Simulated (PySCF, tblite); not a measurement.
**C₄H₉ClSSi: geometry, infrared bands and NMR shifts**

What infrared bands and NMR shifts should C₄H₉ClSSi (`CCC(=S)C[SiH2]Cl`) show?

Programs: tblite 0.8.0 and PySCF 2.14.0, with density-fitted response routines of our own. Each step states its level of theory. These are calculated values for one molecule in the gas phase, unless marked as measured. Atoms count from 0, in the outputs and in this text.

## (1) The starting structure

16 atoms, charge 0, multiplicity 1; geometry from: force field or distance geometry start.

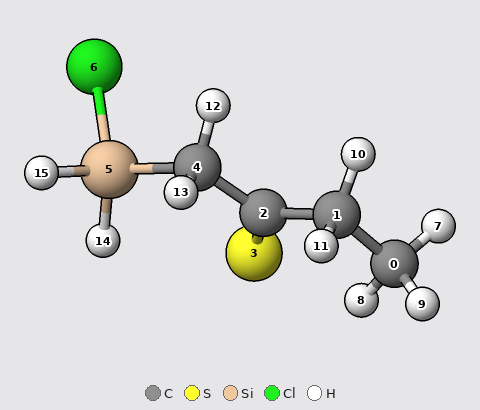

As it starts; carbon grey, sulfur yellow, silicon light orange, chlorine green, hydrogen white, atoms numbered; sticks join atoms by distance.

## (2) Optimising the geometry with GFN2-xTB

The job: settings as JSON, then the geometry in Å.

```
{"job": {"kind": "relax", "xc": "GFN2-xTB", "basis": "xTB"}, "charge": 0, "multiplicity": 1}
C     -2.492000    -0.456300    -0.492200
C     -1.422800    -0.343800     0.550100
C     -0.148000    -0.011200    -0.152700
S     -0.049100     0.180000    -1.564200
C      1.064300     0.149900     0.676200
Si     2.583800     0.573600    -0.296900
Cl     3.866800    -1.062700    -0.569200
H     -2.735500    -1.514300    -0.670000
H     -2.135000     0.075600    -1.394400
H     -3.391800     0.102200    -0.103500
H     -1.306300    -1.276100     1.159400
H     -1.655500     0.540600     1.191000
H      1.280300    -0.760700     1.267500
H      0.885100     0.972300     1.393000
H      2.301400     1.297100    -1.549800
H      3.346600     1.542800     0.544100
```

Command:

```console
> OMP_NUM_THREADS=1 python probes_run.py task.json out
```

One launch serves the whole session: the jobs run in the order shown.

**Question.** This job is followed by: GFN2-xTB harmonic vibrations, gas phase; GIAO PBE0/pcSseg-1 NMR shielding, non-relativistic, gas phase. Predict these results of the whole session: strongest single infrared mode (GFN2-xTB); zero-point energy (GFN2-xTB); 13C shifts against TMS (PBE0/pcSseg-1); 1H shifts against TMS (PBE0/pcSseg-1, means over atoms taken as alike); 33S shifts against CS2 (PBE0/pcSseg-1); 29Si shifts against TMS (PBE0/pcSseg-1); 35Cl shifts against HCl (PBE0/pcSseg-1).

The runs gave:

| quantity | value |
| --- | --- |
| strongest single infrared mode (GFN2-xTB) | 708 cm⁻¹, 365 km/mol |
| zero-point energy (GFN2-xTB) | 73.4 kcal/mol |
| 13C shifts against TMS (PBE0/pcSseg-1) | 270.6, 55.1, 47.9, 16.4 ppm |
| 1H shifts against TMS (PBE0/pcSseg-1, means over atoms taken as alike) | 5.00, 3.84, 2.98, 1.28 ppm |
| 33S shifts against CS2 (PBE0/pcSseg-1) | 920 ppm |
| 29Si shifts against TMS (PBE0/pcSseg-1) | -7.8 ppm |
| 35Cl shifts against HCl (PBE0/pcSseg-1) | -43 ppm |

**Reading.** Relaxing lowered the energy by 2.056 eV in 229 steps; the close pair that moved most is C2–S3, from 1.428 to 1.629 Å. All 42 modes are real, so the xTB geometry is a minimum. The strongest single mode, at 708 cm⁻¹, moves mainly H15 and H14. GFN2-xTB is a fitted tight-binding method: band positions and strengths are rough. Its intensities can rank the bands wrongly. C2 (thiocarbonyl carbon) lies farthest downfield among carbon, at 270.6 ppm; low-lying n→π* states of the double bond to the heteroatom give a large paramagnetic term (-346 ppm). At PBE0/pcSseg-1: The widest tensor belongs to S3: span 2306 ppm, with a paramagnetic part of -1475 ppm.
